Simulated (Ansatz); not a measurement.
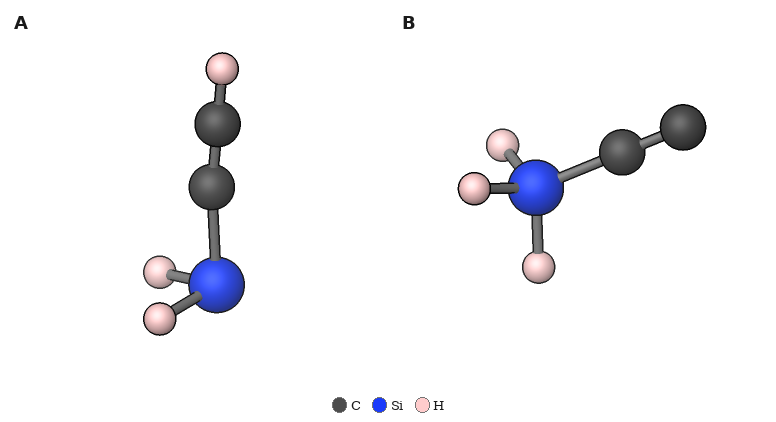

2 stationary structures of one formula. State: charge −1, singlet. Geometries: PBE0-D4/def2-TZVPD. Electronic energies: RHF-CCSD(T) (frozen core)/def2-TZVPPD (Ansatz 0.2.0), without zero-point energy. No frequency run is at hand to confirm each as a minimum.

> Which is lowest in energy, and by how much?

A is lowest (Cs); B lies 0.018 eV above it (C3v).
